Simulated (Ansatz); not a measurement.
## Molecular dynamics, with input and output: CCl$_{2}$Si (part 2 of 2)

CCl$_{2}$Si; RKS LDA/def2-SVP (Ansatz 0.2.0). It belongs to a series of runs on one base structure; here: dynamics from the last frame of an earlier run.

Geometry of the input (Å):
```
Cl 1.4932  -1.6680  2.4521
C  0.5719  -1.0860  1.1729
Si 0.5571  -0.6492  -0.4622
Cl -1.1395  0.3602  -1.0050
```

## What the program printed, continued
```
md step   121: t =   242.00 fs  T =   206.3 K  F+E_penalty+E_count = -33824.12130736 eV  E_kin = 0.053335 eV  conserved = -33824.06797256 eV  (22 SCF iters)
md step   122: t =   244.00 fs  T =   327.3 K  F+E_penalty+E_count = -33824.15498738 eV  E_kin = 0.084602 eV  conserved = -33824.07038533 eV  (23 SCF iters)
md step   123: t =   246.00 fs  T =   340.9 K  F+E_penalty+E_count = -33824.15854151 eV  E_kin = 0.088118 eV  conserved = -33824.07042331 eV  (23 SCF iters)
md step   124: t =   248.00 fs  T =   240.9 K  F+E_penalty+E_count = -33824.13049610 eV  E_kin = 0.062274 eV  conserved = -33824.06822175 eV  (23 SCF iters)
md step   125: t =   250.00 fs  T =   142.5 K  F+E_penalty+E_count = -33824.10294606 eV  E_kin = 0.036839 eV  conserved = -33824.06610707 eV  (23 SCF iters)
md step   126: t =   252.00 fs  T =   158.9 K  F+E_penalty+E_count = -33824.10722914 eV  E_kin = 0.041092 eV  conserved = -33824.06613746 eV  (22 SCF iters)
md step   127: t =   254.00 fs  T =   291.1 K  F+E_penalty+E_count = -33824.14325931 eV  E_kin = 0.075249 eV  conserved = -33824.06801067 eV  (22 SCF iters)
md step   128: t =   256.00 fs  T =   437.8 K  F+E_penalty+E_count = -33824.18295430 eV  E_kin = 0.113173 eV  conserved = -33824.06978123 eV  (22 SCF iters)
md step   129: t =   258.00 fs  T =   496.7 K  F+E_penalty+E_count = -33824.19847769 eV  E_kin = 0.128406 eV  conserved = -33824.07007174 eV  (22 SCF iters)
md step   130: t =   260.00 fs  T =   444.4 K  F+E_penalty+E_count = -33824.18383379 eV  E_kin = 0.114886 eV  conserved = -33824.06894758 eV  (22 SCF iters)
md step   131: t =   262.00 fs  T =   338.9 K  F+E_penalty+E_count = -33824.15503389 eV  E_kin = 0.087622 eV  conserved = -33824.06741187 eV  (22 SCF iters)
md step   132: t =   264.00 fs  T =   264.9 K  F+E_penalty+E_count = -33824.13505986 eV  E_kin = 0.068486 eV  conserved = -33824.06657375 eV  (22 SCF iters)
md step   133: t =   266.00 fs  T =   270.0 K  F+E_penalty+E_count = -33824.13670879 eV  E_kin = 0.069795 eV  conserved = -33824.06691395 eV  (22 SCF iters)
md step   134: t =   268.00 fs  T =   336.1 K  F+E_penalty+E_count = -33824.15492253 eV  E_kin = 0.086887 eV  conserved = -33824.06803529 eV  (23 SCF iters)
md step   135: t =   270.00 fs  T =   399.9 K  F+E_penalty+E_count = -33824.17247612 eV  E_kin = 0.103382 eV  conserved = -33824.06909414 eV  (23 SCF iters)
md step   136: t =   272.00 fs  T =   400.4 K  F+E_penalty+E_count = -33824.17291568 eV  E_kin = 0.103519 eV  conserved = -33824.06939676 eV  (23 SCF iters)
md step   137: t =   274.00 fs  T =   320.7 K  F+E_penalty+E_count = -33824.15162476 eV  E_kin = 0.082918 eV  conserved = -33824.06870677 eV  (23 SCF iters)
md step   138: t =   276.00 fs  T =   201.8 K  F+E_penalty+E_count = -33824.11953841 eV  E_kin = 0.052164 eV  conserved = -33824.06737419 eV  (23 SCF iters)
md step   139: t =   278.00 fs  T =   119.8 K  F+E_penalty+E_count = -33824.09727022 eV  E_kin = 0.030965 eV  conserved = -33824.06630491 eV  (22 SCF iters)
md step   140: t =   280.00 fs  T =   133.8 K  F+E_penalty+E_count = -33824.10099533 eV  E_kin = 0.034593 eV  conserved = -33824.06640269 eV  (22 SCF iters)
md step   141: t =   282.00 fs  T =   237.4 K  F+E_penalty+E_count = -33824.12907559 eV  E_kin = 0.061371 eV  conserved = -33824.06770508 eV  (22 SCF iters)
md step   142: t =   284.00 fs  T =   358.0 K  F+E_penalty+E_count = -33824.16180364 eV  E_kin = 0.092562 eV  conserved = -33824.06924144 eV  (21 SCF iters)
md step   143: t =   286.00 fs  T =   411.2 K  F+E_penalty+E_count = -33824.17613843 eV  E_kin = 0.106309 eV  conserved = -33824.06982895 eV  (21 SCF iters)
md step   144: t =   288.00 fs  T =   366.8 K  F+E_penalty+E_count = -33824.16377030 eV  E_kin = 0.094824 eV  conserved = -33824.06894647 eV  (22 SCF iters)
md step   145: t =   290.00 fs  T =   277.1 K  F+E_penalty+E_count = -33824.13882992 eV  E_kin = 0.071637 eV  conserved = -33824.06719300 eV  (22 SCF iters)
md step   146: t =   292.00 fs  T =   239.8 K  F+E_penalty+E_count = -33824.12807803 eV  E_kin = 0.061990 eV  conserved = -33824.06608805 eV  (22 SCF iters)
md step   147: t =   294.00 fs  T =   313.6 K  F+E_penalty+E_count = -33824.14788926 eV  E_kin = 0.081076 eV  conserved = -33824.06681356 eV  (22 SCF iters)
md step   148: t =   296.00 fs  T =   457.8 K  F+E_penalty+E_count = -33824.18720983 eV  E_kin = 0.118338 eV  conserved = -33824.06887217 eV  (22 SCF iters)
md step   149: t =   298.00 fs  T =   560.3 K  F+E_penalty+E_count = -33824.21530562 eV  E_kin = 0.144858 eV  conserved = -33824.07044749 eV  (21 SCF iters)
md step   150: t =   300.00 fs  T =   536.9 K  F+E_penalty+E_count = -33824.20890203 eV  E_kin = 0.138791 eV  conserved = -33824.07011108 eV  (22 SCF iters)
md step   151: t =   302.00 fs  T =   408.1 K  F+E_penalty+E_count = -33824.17359303 eV  E_kin = 0.105490 eV  conserved = -33824.06810293 eV  (22 SCF iters)
md step   152: t =   304.00 fs  T =   284.7 K  F+E_penalty+E_count = -33824.13985001 eV  E_kin = 0.073593 eV  conserved = -33824.06625741 eV  (22 SCF iters)
md step   153: t =   306.00 fs  T =   267.0 K  F+E_penalty+E_count = -33824.13537123 eV  E_kin = 0.069028 eV  conserved = -33824.06634283 eV  (22 SCF iters)
md step   154: t =   308.00 fs  T =   351.8 K  F+E_penalty+E_count = -33824.15909826 eV  E_kin = 0.090936 eV  conserved = -33824.06816273 eV  (22 SCF iters)
md step   155: t =   310.00 fs  T =   440.9 K  F+E_penalty+E_count = -33824.18387154 eV  E_kin = 0.113989 eV  conserved = -33824.06988214 eV  (22 SCF iters)
md step   156: t =   312.00 fs  T =   439.0 K  F+E_penalty+E_count = -33824.18346562 eV  E_kin = 0.113483 eV  conserved = -33824.06998253 eV  (22 SCF iters)
md step   157: t =   314.00 fs  T =   338.7 K  F+E_penalty+E_count = -33824.15597994 eV  E_kin = 0.087565 eV  conserved = -33824.06841508 eV  (22 SCF iters)
md step   158: t =   316.00 fs  T =   226.1 K  F+E_penalty+E_count = -33824.12495166 eV  E_kin = 0.058453 eV  conserved = -33824.06649852 eV  (22 SCF iters)
md step   159: t =   318.00 fs  T =   206.2 K  F+E_penalty+E_count = -33824.11920628 eV  E_kin = 0.053306 eV  conserved = -33824.06589988 eV  (22 SCF iters)
md step   160: t =   320.00 fs  T =   311.9 K  F+E_penalty+E_count = -33824.14776993 eV  E_kin = 0.080630 eV  conserved = -33824.06713969 eV  (22 SCF iters)
md step   161: t =   322.00 fs  T =   475.3 K  F+E_penalty+E_count = -33824.19199164 eV  E_kin = 0.122871 eV  conserved = -33824.06912037 eV  (22 SCF iters)
md step   162: t =   324.00 fs  T =   585.4 K  F+E_penalty+E_count = -33824.22161913 eV  E_kin = 0.151346 eV  conserved = -33824.07027301 eV  (23 SCF iters)
md step   163: t =   326.00 fs  T =   575.7 K  F+E_penalty+E_count = -33824.21865128 eV  E_kin = 0.148832 eV  conserved = -33824.06981926 eV  (23 SCF iters)
md step   164: t =   328.00 fs  T =   470.1 K  F+E_penalty+E_count = -33824.18969108 eV  E_kin = 0.121524 eV  conserved = -33824.06816689 eV  (23 SCF iters)
md step   165: t =   330.00 fs  T =   359.9 K  F+E_penalty+E_count = -33824.15967462 eV  E_kin = 0.093039 eV  conserved = -33824.06663582 eV  (22 SCF iters)
these checks for a lower state are left out or cut short: stability, starts, cluster_reference, orbital_swaps, neighbouring_geometries, increment
744 factors; their error is unknown
mean field evaluation 1184: about -33824.1516 eV, gradient 8.4e-7 eV
mean field -33824.15163614 eV, -1243.0146457947 hartree, gradient 8.4e-7 eV, S^2 0.000000; 0 other end points of the search recorded, 0 dependent functions left out
the calculation of the forces begins
reference -33824.15166009 eV, -1243.0146466748 hartree; 27, 27 occupied and 41, 41 virtual orbitals, 744 factors
md step   166: t =   332.00 fs  T =   329.4 K  F+E_penalty+E_count = -33824.15163614 eV  E_kin = 0.085145 eV  conserved = -33824.06649134 eV  (22 SCF iters)
```

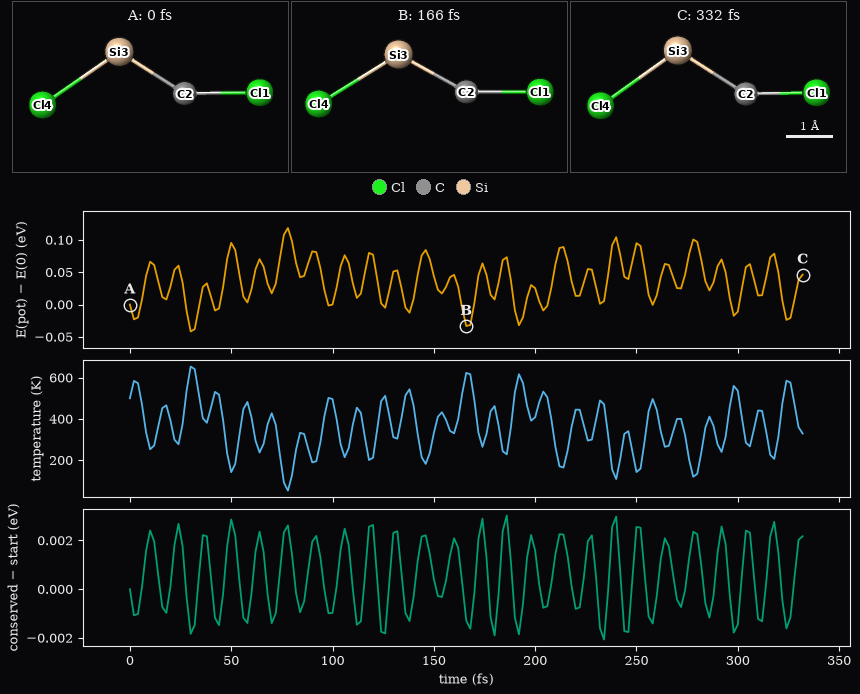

Figure 1. Frames of the molecular dynamics (ball-and-stick, seen at a tilt) above the curves, on which the letters mark them. The trajectory kept here has 167 frames over 332 fs. The temperature starts at 500 K, ranges from 52 to 654 K and averages 361 K over the second half. The potential energy ends 0.046 eV above its first value. The conserved quantity stays within 0.0051 eV. After an unweighted best fit of the last frame on the first, the root-mean-square displacement is 0.04 Å.

```
Total energy: -33824.15166009 eV, -1243.0146466748 hartree
Atom 0 at     1.482734    -1.644906     2.436245 Å, force     0.811244    -0.654771     1.373159 eV/Å
Atom 1 at     0.590245    -1.127573     1.228139 Å, force    -0.605232     0.954695    -2.575101 eV/Å
Atom 2 at     0.568615    -0.683254    -0.480903 Å, force    -0.297994    -0.204006     1.251862 eV/Å
Atom 3 at    -1.144328     0.378177    -0.993087 Å, force     0.091982    -0.095918    -0.049919 eV/Å
Dipole moment:     0.280635    -0.125086     0.221506 e Å
Checks for a lower state left out: stability, starts, cluster_reference, orbital_swaps, neighbouring_geometries, increment
```

## Trajectory as extended XYZ (Å, eV, eV/Å), 21 of the 167 frames kept, from step=0 to step=166
```
4
Properties=species:S:1:pos:R:3:forces:R:3 step=0 time_fs=0.0 energy=-33824.19792 temperature=500.0
Cl    1.4932   -1.6680    2.4521   -0.7693   0.3466  -0.9033
C     0.5719   -1.0860    1.1729    1.0401  -0.5462   1.4438
Si    0.5571   -0.6492   -0.4622    0.0014   0.0453  -0.2866
Cl   -1.1395    0.3602   -1.0050   -0.2722   0.1542  -0.2539
4
Properties=species:S:1:pos:R:3:forces:R:3 step=8 time_fs=16.0 energy=-33824.18633 temperature=452.3
Cl    1.5102   -1.6877    2.4325    0.0060  -0.1390   0.4215
C     0.5652   -1.0447    1.2719    0.3193   0.1357  -0.9367
Si    0.5742   -0.6617   -0.4215   -1.0207   0.4191   0.3527
Cl   -1.1678    0.3759   -1.0512    0.6954  -0.4158   0.1625
4
Properties=species:S:1:pos:R:3:forces:R:3 step=17 time_fs=34.0 energy=-33824.20319 temperature=522.2
Cl    1.5224   -1.7140    2.4314    0.8452  -0.6765   1.2020
C     0.6519   -1.0060    1.3022   -0.9765   0.8634  -1.9696
Si    0.5017   -0.6313   -0.3811    0.2183  -0.2323   0.6855
Cl   -1.1519    0.3649   -1.0924   -0.0870   0.0453   0.0822
4
Properties=species:S:1:pos:R:3:forces:R:3 step=25 time_fs=50.0 energy=-33824.10249 temperature=141.9
Cl    1.5491   -1.7510    2.4604   -0.8452   0.9255  -1.3275
C     0.6764   -0.9339    1.2452    0.8724  -1.1605   2.7423
Si    0.4411   -0.6044   -0.3516    0.7140  -0.2602  -1.1520
Cl   -1.1388    0.3561   -1.1254   -0.7412   0.4953  -0.2628
4
Properties=species:S:1:pos:R:3:forces:R:3 step=33 time_fs=66.0 energy=-33824.13941 temperature=279.5
Cl    1.5559   -1.7601    2.4515    0.7553  -0.5766   0.8844
C     0.7221   -0.9390    1.3609   -1.2917   0.9563  -2.1664
Si    0.4536   -0.6174   -0.3346    0.3068  -0.2813   0.8691
Cl   -1.1711    0.3773   -1.1693    0.2297  -0.0983   0.4128
4
Properties=species:S:1:pos:R:3:forces:R:3 step=42 time_fs=84.0 energy=-33824.15565 temperature=332.8
Cl    1.5743   -1.7681    2.4501   -0.2789   0.3671  -0.1905
C     0.6594   -0.9084    1.3695    0.1430  -0.3209  -0.1577
Si    0.4735   -0.6370   -0.3147   -0.7464   0.4598  -0.2916
Cl   -1.1840    0.3905   -1.1865    0.8824  -0.5061   0.6398
4
Properties=species:S:1:pos:R:3:forces:R:3 step=50 time_fs=100.0 energy=-33824.19794 temperature=496.3
Cl    1.5775   -1.7541    2.4403   -0.6156   0.5754  -0.5729
C     0.6106   -0.9315    1.3433    0.5249  -0.5345   0.3668
Si    0.4353   -0.6203   -0.3255    0.3310  -0.2105   0.1830
Cl   -1.1404    0.3711   -1.1593   -0.2403   0.1695   0.0231
4
Properties=species:S:1:pos:R:3:forces:R:3 step=58 time_fs=116.0 energy=-33824.14811 temperature=309.4
Cl    1.5559   -1.7167    2.4113    0.9282  -0.7208   1.2195
C     0.6149   -1.0175    1.3323   -1.0938   0.8956  -1.6838
Si    0.4253   -0.6201   -0.3221    1.1983  -0.7945   0.7905
Cl   -1.1123    0.3626   -1.1293   -1.0327   0.6197  -0.3262
4
Properties=species:S:1:pos:R:3:forces:R:3 step=66 time_fs=132.0 energy=-33824.14496 temperature=304.3
Cl    1.5592   -1.6986    2.4231   -0.6748   0.2739  -0.4157
C     0.5416   -1.0540    1.2649    0.9809  -0.8665   2.5720
Si    0.4827   -0.6558   -0.3257   -0.6136   0.8331  -2.3055
Cl   -1.1362    0.3852   -1.1154    0.3075  -0.2406   0.1492
4
Properties=species:S:1:pos:R:3:forces:R:3 step=75 time_fs=150.0 energy=-33824.15385 temperature=331.2
Cl    1.5559   -1.6869    2.4562   -0.2614  -0.0234  -0.0101
C     0.5270   -1.1174    1.3044    0.3934   0.4323  -1.4950
Si    0.5140   -0.6618   -0.4150   -0.4182  -0.1621   1.3626
Cl   -1.1528    0.3997   -1.0911    0.2862  -0.2468   0.1426
4
Properties=species:S:1:pos:R:3:forces:R:3 step=83 time_fs=166.0 energy=-33824.23107 temperature=623.2
Cl    1.5262   -1.6734    2.4720   -0.3444   0.0810  -0.5645
C     0.6234   -1.1324    1.1956    0.2516   0.0041   0.7185
Si    0.5020   -0.6655   -0.4287    0.1556  -0.0367  -0.1903
Cl   -1.1462    0.3943   -1.0592   -0.0628  -0.0483   0.0362
4
Properties=species:S:1:pos:R:3:forces:R:3 step=91 time_fs=182.0 energy=-33824.16343 temperature=366.0
Cl    1.4852   -1.6632    2.4724   -0.0461   0.0039  -0.5028
C     0.7268   -1.1085    1.1259    0.0101  -0.2545   2.1133
Si    0.5067   -0.6779   -0.4439    0.2027   0.1997  -1.6077
Cl   -1.1440    0.3857   -1.0240   -0.1667   0.0509  -0.0029
4
Properties=species:S:1:pos:R:3:forces:R:3 step=100 time_fs=200.0 energy=-33824.17255 temperature=408.0
Cl    1.4616   -1.6687    2.4763    0.5317  -0.4103   0.6893
C     0.7340   -1.0278    1.2018   -0.8319   0.7805  -2.2952
Si    0.5512   -0.7006   -0.5326    0.2785  -0.3632   1.5703
Cl   -1.1581    0.3819   -0.9833    0.0218  -0.0070   0.0357
4
Properties=species:S:1:pos:R:3:forces:R:3 step=108 time_fs=216.0 energy=-33824.13064 temperature=245.0
Cl    1.4463   -1.6740    2.4720   -0.7897   0.8672  -1.3272
C     0.6899   -0.9217    1.1494    1.0559  -1.1016   1.4152
Si    0.5970   -0.7305   -0.5509   -0.8086   0.5231   0.0194
Cl   -1.1642    0.3750   -0.9468    0.5423  -0.2888  -0.1074
4
Properties=species:S:1:pos:R:3:forces:R:3 step=116 time_fs=232.0 energy=-33824.19681 temperature=489.5
Cl    1.4043   -1.6477    2.4237    0.6129  -0.4959   1.1200
C     0.7598   -0.9368    1.1515   -0.4393   0.2640  -0.8146
Si    0.5893   -0.7285   -0.5292   -0.1929   0.1788  -0.1377
Cl   -1.1397    0.3522   -0.9163    0.0194   0.0531  -0.1677
4
Properties=species:S:1:pos:R:3:forces:R:3 step=125 time_fs=250.0 energy=-33824.10295 temperature=142.5
Cl    1.3915   -1.6410    2.4269    1.0443  -0.9620   1.8430
C     0.7965   -0.9575    1.1455   -1.1584   0.9813  -2.4661
Si    0.5618   -0.7070   -0.5522    1.2166  -0.7735   0.9665
Cl   -1.1176    0.3354   -0.8993   -1.1025   0.7542  -0.3434
4
Properties=species:S:1:pos:R:3:forces:R:3 step=133 time_fs=266.0 energy=-33824.13671 temperature=270.0
Cl    1.4152   -1.6586    2.4793   -0.6405   0.8238  -1.5627
C     0.7472   -0.9450    1.0906    0.8138  -1.0366   2.1061
Si    0.6010   -0.7231   -0.5828   -0.3776   0.2817  -0.3736
Cl   -1.1556    0.3616   -0.9088    0.2043  -0.0689  -0.1698
4
Properties=species:S:1:pos:R:3:forces:R:3 step=141 time_fs=282.0 energy=-33824.12908 temperature=237.4
Cl    1.4220   -1.6484    2.4797    0.3728  -0.2893   0.5562
C     0.7610   -1.0308    1.1537   -0.5189   0.5299  -1.9207
Si    0.6253   -0.7312   -0.5852   -0.7570   0.3013   1.2253
Cl   -1.1863    0.3870   -0.9287    0.9030  -0.5420   0.1392
4
Properties=species:S:1:pos:R:3:forces:R:3 step=149 time_fs=298.0 energy=-33824.21531 temperature=560.3
Cl    1.4332   -1.6387    2.4737    0.1045  -0.0860  -0.1986
C     0.7474   -1.0965    1.0996   -0.2146   0.1190   0.5459
Si    0.5836   -0.7045   -0.5379   -0.1774   0.1686  -0.3896
Cl   -1.1599    0.3783   -0.9418    0.2876  -0.2016   0.0423
4
Properties=species:S:1:pos:R:3:forces:R:3 step=158 time_fs=316.0 energy=-33824.12495 temperature=226.1
Cl    1.4619   -1.6391    2.4647   -0.6024   0.2813  -1.2257
C     0.6545   -1.1171    1.0884    0.7687  -0.6473   2.7190
Si    0.5375   -0.6729   -0.5025    0.8110  -0.2093  -1.0741
Cl   -1.1206    0.3606   -0.9571   -0.9774   0.5753  -0.4192
4
Properties=species:S:1:pos:R:3:forces:R:3 step=166 time_fs=332.0 energy=-33824.15164 temperature=329.4
Cl    1.4827   -1.6449    2.4362    0.8112  -0.6548   1.3732
C     0.5902   -1.1276    1.2281   -0.6052   0.9547  -2.5751
Si    0.5686   -0.6833   -0.4809   -0.2980  -0.2040   1.2519
Cl   -1.1443    0.3782   -0.9931    0.0920  -0.0959  -0.0499
```

## Summary

- outcome: finished
- mean temperature over the second half: 361 K
- trajectory: 166 steps, 332 fs
- ensemble: nve
- temperature in the input: 500.0 K
- time step: 2.0 fs
- potential energy (last step): −33824.1517 eV
- mean-field energy (last step): −33824.1517 eV
- largest force (length of the vector) (last step): 2.812 eV/Å
- hardware: 1 thread of Arm Neoverse V1, 24 GiB of memory available, shared host
- wall time: 1.9 min
- peak memory: 0.089 GiB

## Remarks

So short a trajectory is not equilibrated.
